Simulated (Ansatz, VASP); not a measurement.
# InBiP2 in two plane-wave programs

Aim: how closely do two programs agree when they are given the same cell, functional and k mesh? The cell is invented: As first built, before any earlier steps moved the atoms (in the runner's words): it takes the InBi3 structure with some of its atoms replaced by other elements, volume scaled by an estimate. It may not be a known or stable phase. The cell is taken from a series of VASP runs on this material, whose earlier steps may have relaxed, scaled or displaced it; both programs get it as it stands. Valence electrons are named where the data sets of a main pair hold unlike numbers.

Main program and level: Ansatz 0.2.0; plane waves, with VASP 6.6.1 beside it; band structure at LDA and band structure at r2SCAN.

**1. Set-up**

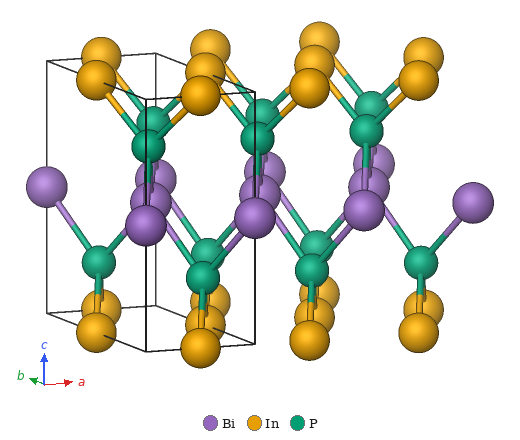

The starting structure, seen slightly off an axis (bismuth purple, indium orange, phosphorus teal). 3×1×1 cells are drawn. This picture shows the conventional cell, with its axes. Some periodic images of atoms are drawn too.

**2. VASP: band structure, LDA**

A single point gives forces, pressure and levels at one fixed geometry, so differences don't come from the geometry; what else differs is listed under the comparison.

Lines of VASP's logs that name or quote its potential files are left out, and so is its time.

The input, INCAR:

```
SYSTEM = InBiP2
PREC = Accurate
ENCUT = 400
EDIFF = 1E-06
NELM = 100
ISMEAR = 0
SIGMA = 0.02
LREAL = .FALSE.
ALGO = Normal
GGA = CA
NBANDS = 33
LORBIT = 11
LWAVE = .FALSE.
LCHARG = .FALSE.
KPAR = 4
```

The input, POSCAR:

```
InBiP2
1.0
    1.7175892218     -3.6915626403      0.0000000000
    1.7175892218      3.6915626403      0.0000000000
    0.0000000000      0.0000000000      7.4227299586
Bi In P
1 1 2
Direct
    0.0000000000      0.0000000000      0.5000000000
    0.5000000000      0.5000000000      0.0000000000
    0.0000000000      0.5000000000      0.7684266955
    0.5000000000      0.0000000000      0.2315733045
```

The input, KPOINTS:

```
Automatic mesh
0
Gamma
5 5 2
0 0 0
```

The input, KPOINTS_OPT:

```
Line mode
16
Line-mode
Reciprocal
  0.00000000   0.00000000   0.00000000 GAMMA
  0.30412004   0.30412004   0.00000000 X

  0.30412004   0.30412004   0.00000000 X
  0.00000000   0.50000000   0.00000000 S

  0.00000000   0.50000000   0.00000000 S
  0.00000000   0.50000000   0.50000000 R

  0.00000000   0.50000000   0.50000000 R
  0.30412004   0.30412004   0.50000000 A

  0.30412004   0.30412004   0.50000000 A
  0.00000000   0.00000000   0.50000000 Z

  0.00000000   0.00000000   0.50000000 Z
  0.00000000   0.00000000   0.00000000 GAMMA

  0.00000000   0.00000000   0.00000000 GAMMA
 -0.50000000   0.50000000   0.00000000 Y

 -0.50000000   0.50000000   0.00000000 Y
 -0.30412004   0.69587996   0.00000000 X1

 -0.30412004   0.69587996   0.00000000 X1
 -0.30412004   0.69587996   0.50000000 A1

 -0.30412004   0.69587996   0.50000000 A1
 -0.50000000   0.50000000   0.50000000 T

 -0.50000000   0.50000000   0.50000000 T
 -0.50000000   0.50000000   0.00000000 Y

  0.00000000   0.00000000   0.50000000 Z
 -0.50000000   0.50000000   0.50000000 T
```

The projector-augmented-wave data sets are Bi_d, In_d and P (PBE family, release 64).

The run is started by

```bash
$ mpirun -np 4 vasp_std
```

Numbers of over 12 decimals in the logs are rounded to 6 here.

The log of the run:

```text
[banner, memory and clock lines left out]
running    4 mpi-ranks, on    1 nodes
 distrk:  each k-point on    1 cores,    4 groups
 distr:  one band on    1 cores,    1 groups

 POSCAR found type information on POSCAR BiInP
 POSCAR found :  3 types and       4 ions
|                                                                             |
|               ----> ADVICE to this user running VASP <----                  |
|                                                                             |
|     You enforced a specific xc type in the INCAR file but a different       |
|     [... a line on the potential file left out ...]
|     I HOPE YOU KNOW WHAT YOU ARE DOING!                                     |
|                                                                             |

 LDA part: xc-table for (Slater(with rela. corr.)+CA(PZ))
 , standard interpolation
 POSCAR, INCAR and KPOINTS ok, starting setup
 FFT: planning ... GRIDC
 FFT: planning ... GRID_SOFT
 FFT: planning ... GRID
 WAVECAR not read
 entering main loop
       N       E                     dE             d eps       ncg     rms          rms(c)
DAV:   1     0.323774045728E+03    0.32377E+03   -0.15206E+04  1204   0.111E+03
DAV:   2     0.153214589663E+02   -0.30845E+03   -0.29469E+03  1212   0.333E+02
DAV:   3    -0.182182674793E+02   -0.33540E+02   -0.33002E+02  1467   0.118E+02
DAV:   4    -0.195497724366E+02   -0.13315E+01   -0.13284E+01  1392   0.245E+01
DAV:   5    -0.196134819675E+02   -0.63710E-01   -0.63699E-01  1832   0.509E+00    0.529E+00
DAV:   6    -0.189605113351E+02    0.65297E+00   -0.16718E+00  1670   0.973E+00    0.266E+00
DAV:   7    -0.189541018632E+02    0.64095E-02   -0.27190E-01  1648   0.234E+00    0.121E+00
DAV:   8    -0.189469745431E+02    0.71273E-02   -0.18517E-02  1576   0.739E-01    0.433E-01
DAV:   9    -0.189460899968E+02    0.88455E-03   -0.33626E-03  1696   0.279E-01    0.140E-01
DAV:  10    -0.189461032113E+02   -0.13214E-04   -0.39094E-04  1664   0.106E-01    0.913E-02
DAV:  11    -0.189461013316E+02    0.18797E-05   -0.35170E-05  1552   0.413E-02    0.133E-02
DAV:  12    -0.189460998196E+02    0.15120E-05   -0.44172E-06  1296   0.129E-02    0.878E-03
DAV:  13    -0.189460998244E+02   -0.47789E-08   -0.49076E-07   864   0.447E-03
   1 F= -.18946100E+02 E0= -.18945697E+02  d E =-.806397E-03
 Start KPOINTS_OPT (optional k-point list driver)
k-point batch [1-18\192]
       N       E                     dE             ncg
DAV:   1     0.253873626861E+04   -0.99945E+04     1196
DAV:   2    -0.309808299718E+04   -0.56368E+04     1252
DAV:   3    -0.370995854452E+04   -0.61188E+03     1482
DAV:   4    -0.373422182429E+04   -0.24263E+02     1438
DAV:   5    -0.373531950407E+04   -0.10977E+01     1816
DAV:   6    -0.373534344470E+04   -0.23941E-01     1600
DAV:   7    -0.373534398502E+04   -0.54032E-03     1824
DAV:   8    -0.373534399791E+04   -0.12884E-04     1528
DAV:   9    -0.373534399818E+04   -0.27694E-06     1048
[...]
k-point batch [181-192\192]
       N       E                     dE             ncg
DAV:   1     0.432957153988E+04   -0.61933E+04      792
DAV:   2     0.644260624624E+03   -0.36853E+04      792
DAV:   3     0.240044912397E+03   -0.40422E+03     1012
DAV:   4     0.223644765011E+03   -0.16400E+02      991
DAV:   5     0.222935879188E+03   -0.70889E+00     1176
DAV:   6     0.222920197974E+03   -0.15681E-01     1112
DAV:   7     0.222919845134E+03   -0.35284E-03     1144
DAV:   8     0.222919837010E+03   -0.81244E-05     1072
DAV:   9     0.222919836815E+03   -0.19447E-06      664
```

Parts of OUTCAR (step 2):

```text
ion  position               nearest neighbor table
   1  0.000  0.000  0.500-   3 2.85   4 2.85   3 2.85   4 2.85
   2  0.500  0.500  0.000-   3 2.66   4 2.66   4 2.66   3 2.66
   3  0.000  0.500  0.768-   2 2.66   2 2.66   1 2.85   1 2.85
   4  0.500  0.000  0.232-   2 2.66   2 2.66   1 2.85   1 2.85

  LATTYP: Found a base centered orthorhombic cell.
 ALAT       =     3.4351784436
 B/A-ratio  =     2.1492697983
 C/A-ratio  =     2.1607989455

 Subroutine GETGRP returns: Found  4 space group operations
 (whereof  4 operations were pure point group operations)

The static configuration has the point symmetry D_2 .

 Found     18 irreducible k-points:

   k-points           NKPTS =     18   k-points in BZ     NKDIM =     18   number of bands    NBANDS=     33

   dimension x,y,z NGX =    28 NGY =   28 NGZ =   48
   dimension x,y,z NGXF=    56 NGYF=   56 NGZF=   96

   ENCUT  =  400.0 eV  29.40 Ry    5.42 a.u.   6.64  6.64 12.10*2*pi/ulx,y,z

   NELECT =      38.0000    total number of electrons

 k-points in reciprocal lattice and weights: Automatic mesh
   0.00000000  0.00000000  0.00000000       0.020
   0.20000000 -0.00000000  0.00000000       0.080
   0.40000000 -0.00000000  0.00000000       0.080
   0.20000000  0.20000000  0.00000000       0.040
   0.40000000  0.20000000  0.00000000       0.080
  -0.40000000  0.20000000  0.00000000       0.080
  -0.20000000  0.20000000  0.00000000       0.040
   0.40000000  0.40000000  0.00000000       0.040
  -0.40000000  0.40000000  0.00000000       0.040
[...]
0.40000000  0.40000000  0.50000000       0.040
  -0.40000000  0.40000000  0.50000000       0.040

 average (electrostatic) potential at core
       1-104.0858       2 -94.0276       3 -81.4566       4 -81.4566

 E-fermi :   6.8630

 k-point     1 :       0.0000    0.0000    0.0000
  band No.  band energies     occupation
    ...
     13      -3.1935      2.00000
     14       3.0925      2.00000
     15       4.4170      2.00000
     16       4.5821      2.00000
     17       6.1909      2.00000
     18       7.0410      0.00000
     19       8.3470      0.00000
     20       8.4333      0.00000
     21       9.1581      0.00000
     22       9.2007      0.00000
    ...

 k-point     2 :       0.2000   -0.0000    0.0000
  band No.  band energies     occupation
    ...
     15       4.3246      2.00000
     16       4.7847      2.00000
     17       5.2183      2.00000
     18       5.8619      2.00000
     19       6.7107      2.00000
     20       7.7868      0.00000
     21       8.0917      0.00000
     22       9.0683      0.00000
     23      10.3036      0.00000
     24      11.4433      0.00000
    ...

 k-point     3 :       0.4000   -0.0000    0.0000
  band No.  band energies     occupation
    ...
     16       3.3395      2.00000
     17       4.6357      2.00000
     18       5.1832      2.00000
     19       6.1236      2.00000
     20       6.5624      2.00000
     21       7.1590      0.00000
     22       7.8822      0.00000
     23       9.6685      0.00000
     24      10.9077      0.00000
     25      11.8992      0.00000
    ...

  Total       -2.4712420     -1.9334055     -2.4789002      0.0000000      0.0000000      0.0000000
  in kB      -42.0632330    -32.9086702    -42.1935835      0.0000000      0.0000000      0.0000000
  external PRESSURE =     -39.0551622 kB  Pullay stress =       0.0000000 kB

  energy-cutoff  :      400.00
  volume of cell :       94.13
      direct lattice vectors                 reciprocal lattice vectors
     1.717589222 -3.691562640  0.000000000     0.291105693 -0.135443997  0.000000000
     1.717589222  3.691562640  0.000000000     0.291105693  0.135443997  0.000000000
     0.000000000  0.000000000  7.422729959     0.000000000  0.000000000  0.134721323

 POSITION                                       TOTAL-FORCE (eV/Angst)
 -----------------------------------------------------------------------------------
      0.00000      0.00000      3.71136        -0.000000      0.000000      0.000000
      1.71759      0.00000      0.00000        -0.000000      0.000000      0.000000
      0.85879      1.84578      5.70382         0.000000     -0.000000      0.030975
      0.85879     -1.84578      1.71891        -0.000000     -0.000000     -0.030975
 -----------------------------------------------------------------------------------
    total drift:                                0.000000      0.000000      0.000000

  FREE ENERGIE OF THE ION-ELECTRON SYSTEM (eV)
  ---------------------------------------------------
  free  energy   TOTEN  =       -18.9460998244 eV

  energy  without entropy=      -18.9452934275  energy(sigma->0) =      -18.94569663

 total charge
# of ion       s       p       d       tot
------------------------------------------
    1        1.573   1.192   9.955  12.719
    2        0.883   0.624   9.895  11.402
    3        1.093   1.312   0.000   2.405
    4        1.093   1.312   0.000   2.405
--------------------------------------------------
tot          4.642   4.441  19.849  28.932

[... 3 further parts left out ...]
```

The k-mesh is coarse for a metal. Spin-orbit coupling is off here; with elements this heavy it splits and shifts levels by tenths of an eV or more. The PAW data sets were made with PBE, though LDA sets exist; pressures can shift by 1 GPa and more with it. At this level the cell is under a tension of 3.9 GPa, so at these settings it is away from equilibrium.

**3. Ansatz: band structure, LDA**

Ansatz runs on its default PAW (the set named soft_2) files.

The same cell, functional (in two slightly different forms), mesh and smearing now go to Ansatz, which takes its cutoff from its data sets.

The input, input.yaml:

```yaml
crystal:
  lattice:
    - [1.7175892218, -3.6915626403, 0.0]
    - [1.7175892218, 3.6915626403, 0.0]
    - [0.0, 0.0, 7.4227299586]
  atoms:
    - { symbol: Bi, position: [0.0, 0.0, 0.5] }
    - { symbol: In, position: [0.5, 0.5, 0.0] }
    - { symbol: P, position: [0.0, 0.5, 0.7684266955] }
    - { symbol: P, position: [0.5, 0.0, 0.2315733045] }
hamiltonian:
  xc: lda
  pseudopotentials: { kind: paw }
kpoints:
  mp_grid: { grid: [5, 5, 2] }
  band_path:
    path:
      - [0.0, 0.0, 0.0]
      - [0.12165, 0.12165, 0.0]
      - [0.26357, 0.26357, 0.0]
      - [0.2433, 0.3433, 0.0]
      - [0.10137, 0.43471, 0.0]
      - [0.0, 0.5, 0.0]
      - [0.0, 0.5, 0.23333]
      - [0.0, 0.5, 0.46667]
      - [0.0811, 0.44777, 0.5]
      - [0.22302, 0.35635, 0.5]
      - [0.28385, 0.28385, 0.5]
      - [0.14192, 0.14192, 0.5]
      - [0.0, 0.0, 0.5]
      - [0.0, 0.0, 0.33333]
      - [0.0, 0.0, 0.1]
      - [-0.06667, 0.06667, 0.0]
      - [-0.3, 0.3, 0.0]
      - [-0.5, 0.5, 0.0]
      - [-0.42165, 0.57835, 0.0]
      - [-0.33024, 0.66976, 0.0]
      - [-0.30412, 0.69588, 0.1]
      - [-0.30412, 0.69588, 0.33333]
      - [-0.30412, 0.69588, 0.5]
      - [-0.39553, 0.60447, 0.5]
      - [-0.48694, 0.51306, 0.5]
      - [-0.5, 0.5, 0.36667]
      - [-0.5, 0.5, 0.13333]
      - [-0.03333, 0.03333, 0.5]
      - [-0.26667, 0.26667, 0.5]
      - [-0.5, 0.5, 0.5]
    npoints: 1
scf:
  occupations: { method: gaussian, width: 0.02 }
  n_extra_bands: 8
output:
  forces: true
  stress: true
  eigenvalues: true
  write_density: true
  write_potential: true
  elf: true
  volumetric_format: npy
```

The run is started by

```bash
$ ansatz run input.yaml --threads 2 --pin off --max-ram 4608MiB --backend cpu --events-out ev --progress --plain --runs-dir out
```

The log of the run:

```text
scf.n_extra_bands = 8 over 19 filled bands (N_el = 38.0): the run solves 27 bands
Engine: ansatz 0.2.0, aarch64-unknown-linux-gnu
Pseudopotentials: kind: paw
Pseudopotential: Bi, paw, valence charge 15, recommended cutoff 420 eV (normal), Bi.paw.azcp
Pseudopotential: In, paw, valence charge 13, recommended cutoff 420 eV (normal), In.paw.azcp
Pseudopotential: P, paw, valence charge 5, recommended cutoff 420 eV (normal), P.paw.azcp
Functional definition: SPW92
  exchange = slater_x
  correlation = pw_c
Crystal: 4 atoms, lattice volume = 94.129 Å³
Basis set: ecut = 420 eV, 1837 PW (Γ)
Bands: 27, of which v1, the nominal top of the filled ones, is band 19 counted from 1 (18 counted from 0)
Symmetry: 4 space group operations
Space group: C222 (ITA 21), of the structure as read, at distance tolerance 4.5e-5 Å
k-points: 18 of 50
Non-local potential: Bi, projectors of the file, l = 0: 2, l = 1: 2, l = 2: 2, l = 3: 2
Non-local potential: In, projectors of the file, l = 0: 2, l = 1: 2, l = 2: 2, l = 3: 2
Non-local potential: P, projectors of the file, l = 0: 2, l = 1: 2, l = 2: 2
PAW form: soft (Blöchl's): semilocal exchange-correlation on the pseudo side does not see the compensation charge
PAW frozen core: Bi, regenerated for the run's functional, and the local potential with it (the file was generated under x = pbe(κ = 0.804, μ = 0.219515), c = pbe(β = 0.066725))
PAW frozen core: In, regenerated for the run's functional, and the local potential with it (the file was generated under x = pbe(κ = 0.804, μ = 0.219515), c = pbe(β = 0.066725))
PAW frozen core: P, regenerated for the run's functional, and the local potential with it (the file was generated under x = pbe(κ = 0.804, μ = 0.219515), c = pbe(β = 0.066725))
PAW one-centre angular grid: Bi, 590 points (default); XC on 64 Gauss nodes
PAW one-centre angular grid: In, 590 points (default); XC on 64 Gauss nodes
PAW one-centre angular grid: P, 110 points (default); XC on 64 Gauss nodes
Initial density: superposition of atomic densities (neutral atoms: chi_scale 0, normalization atom), corrected by the library's trained network
Initial wavefunctions: pseudopotential atomic-orbital guess
Functional: x = slater, c = lda
SCF iter   1: F=—  HF=-18993.983144 eV  |F-HF|=—  |Δ(HF+E_count)|=         —  Δρ=5.90e-3  dr2=2.57e-2  ethr=1.77e-3  ⟨swp⟩=8.1  Hψ=2819  notcnv=0  defer=1
preconditioner: auto → Resta (q_TF=auto, 2.345 Å⁻¹)  ε∞=3.1  [insulator: Δε(μ)=0.032 eV  Ē_g=16.269 eV  σ=0.020 eV  W_gap=0.51  n_scr=22 (ndim 8)  ℏωp=23.6 eV  f_vac=0.000  D(μ)=2.78/eV (n_scr^D=22)  ε∞_Penn≈3.1]
SCF iter   2: F=—  HF=-18993.972999 eV  |F-HF|=—  |Δ(HF+E_count)|=   1.01e-2  Δρ=2.98e-3  dr2=8.02e-3  ethr=6.77e-5  ⟨swp⟩=2.5  Hψ=942  notcnv=0  defer=39
preconditioner: auto → Kerker (q_TF=auto, 2.345 Å⁻¹)  [metal: Δε(μ)=0.027 eV  Ē_g=16.287 eV  σ=0.020 eV  W_gap=0.49  n_scr=22 (ndim 8)  ℏωp=23.6 eV  f_vac=0.000  D(μ)=2.91/eV (n_scr^D=22)]
SCF iter   3: F=—  HF=-18993.970948 eV  |F-HF|=—  |Δ(HF+E_count)|=   2.05e-3  Δρ=5.57e-4  dr2=5.73e-4  ethr=2.11e-5  ⟨swp⟩=2.8  Hψ=754  notcnv=0  defer=41
SCF iter   4: F=—  HF=-18993.970797 eV  |F-HF|=—  |Δ(HF+E_count)|=   1.52e-4  Δρ=1.53e-4  dr2=3.00e-5  ethr=1.51e-6  ⟨swp⟩=3.0  Hψ=815  notcnv=0  defer=41
SCF iter   5: F=—  HF=-18993.970786 eV  |F-HF|=—  |Δ(HF+E_count)|=   1.01e-5  Δρ=3.84e-5  dr2=4.78e-6  ethr=7.91e-8  ⟨swp⟩=3.0  Hψ=818  notcnv=0  defer=41
SCF iter   6: F=—  HF=-18993.970786 eV  |F-HF|=—  |Δ(HF+E_count)|=   8.93e-7  Δρ=9.84e-6  dr2=3.49e-7  ethr=1.26e-8  ⟨swp⟩=1.6  Hψ=466  notcnv=0  defer=41
SCF iter   7: F=-18993.970785 eV  HF=-18993.970785 eV  |F-HF|=1.79e-8  |Δ(HF+E_count)|=   6.28e-8  Δρ=3.16e-6  dr2=2.22e-8  ethr=2.63e-10  ⟨swp⟩=16.6  Hψ=3789  notcnv=0
SCF 1 converged in 7 iterations: F = -18993.970785 eV  dr2 = 2.22e-8
  greatest PAW one-centre occupation: 0.989 electrons in one spin orbital (limit 2), on the Bi atom at site 0 (counted from 0), in its partial waves of l = 2
NSCF: frozen V_eff on 30 k-points
SCF converged after 7 iterations
Free energy (F): -18993.970785 eV
Harris-Foulkes:  -18993.970785 eV  (|F-HF|=1.79e-8)
Internal energy: -18993.970144 eV  (E = F + TS)
E sigma→0 (E₀):  -18993.970465 eV
Entropy (-TS):   -0.000642 eV (-0.160 meV/atom)
Fermi energy:    9.277478 eV
--- Per-component energies (eV) ---
  E_band       = -118.523780
  E_kinetic    = 682.507576
  E_local      = -2815.673755  (includes V_loc(G=0)·N_el)
  E_nonlocal   = 1005.427643
  E_hartree    = 991.618048
  E_xc         = -484.659694
  E_vxc        = -365.225505  (∫ρ·V_xc dr)
  E_paw        = -15448.046400  (= ΣΔE_a)
  E_vpaw       = -608.798582  (= ΣTr[D̂ρ^β])
  E_aug_tail   = -0.000495  (compensation charges beyond the density's cutoff)
  E_ewald      = -2925.657421
  E_core_change = 0.514355  (= ΣΔE_core)
  E_smearing   = -0.000642  (= −TS)
  E_closure    = -0.000000  (closes the sum)
  Σ components = -18993.970785   (vs F -18993.970785, Δ=0.00e0)
--- Forces (eV/Å), atoms counted from 1 ---
  atom   1  Bi     0.00000000     0.00000000     0.00000000
  atom   2  In     0.00000000     0.00000000     0.00000000
  atom   3  P      0.00000000     0.00000000     0.01756857
  atom   4  P      0.00000000     0.00000000    -0.01756857
  max |Σ_I F_I| component: 0.00e0 eV/Å
--- Stress (GPa, compression-positive) ---
       -4.321647       0.000000       0.000000
        0.000000      -3.432618       0.000000
        0.000000       0.000000      -4.525464
  P = ⅓ Tr σ = -4.0932 GPa (-40.932 kbar)
--- Band table (eV; the first three rows and the last of 18) ---
  k-point 0: bands = [... 15 lower, 7.0065, 8.6115, 9.4588, 10.7646, 10.8441, 11.5560, 11.6114, 13.1774, ... 4 higher]
  k-point 1: bands = [... 15 lower, 7.7170, 8.7773, 9.2584, 10.1885, 10.3274, 12.2376, 12.6628, 13.1277, ... 4 higher]
  k-point 2: bands = [... 15 lower, 7.2070, 7.6342, 8.2839, 9.1288, 10.1970, 10.5041, 11.4782, 12.7093, ... 4 higher]
  k-point 17: bands = [... 15 lower, 5.4895, 6.8546, 7.6363, 10.0860, 10.1576, 11.7294, 12.7264, 13.6670, ... 4 higher]
```

It took 4.2 s on 2 threads of Arm Neoverse V2, shared host; peak memory 0.35 GiB; 8.1 s of CPU time.

**4. Comparison**

Known differences besides the potentials themselves: the two LDA forms differ slightly; the cutoff is 420 eV in Ansatz and 400 eV in VASP; Ansatz makes its cores anew for this functional, VASP keeps those of its PBE data sets; VASP's log shows a relativistic correction to its local exchange, Ansatz's none. Total energies have different zeros and are not compared.

The two programs side by side:

```csv
quantity,Ansatz,VASP,difference
pressure (GPa),-4.09,-3.91,-0.19
```

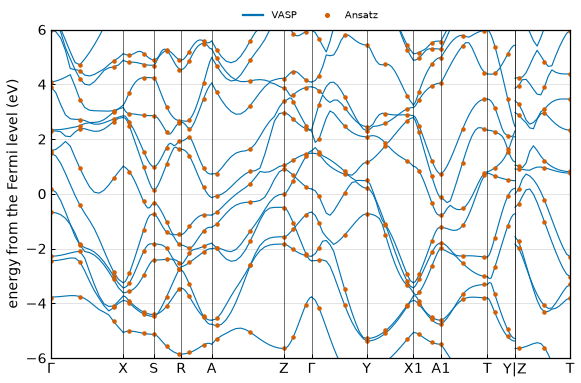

Bands from VASP (lines) and levels from Ansatz (dots). Dots without a line are higher empty bands that the VASP plot leaves out.

At this near-relaxed geometry the largest component of a force difference is 13 meV/Å. Levels from 3 eV below to 2 eV above the Fermi level differ by 7 meV r.m.s. and 13 meV at most; each VASP level is matched to the nearest of Ansatz, which flatters the figure a little.

[end of part 1 of 2]

[Lines on the potential files, build, host, timing and source positions are cut from VASP's logs without a mark.]

[Logs are printed without paths, hosts, clocks, repeated set-up lines and the standing remarks that a program may print on its own settings, such as how far it seeks lower states.]

[Hosts, paths, dates, database ids (printed as entryN), source tags and the programs' standing remarks are cut or masked in the printed files.]
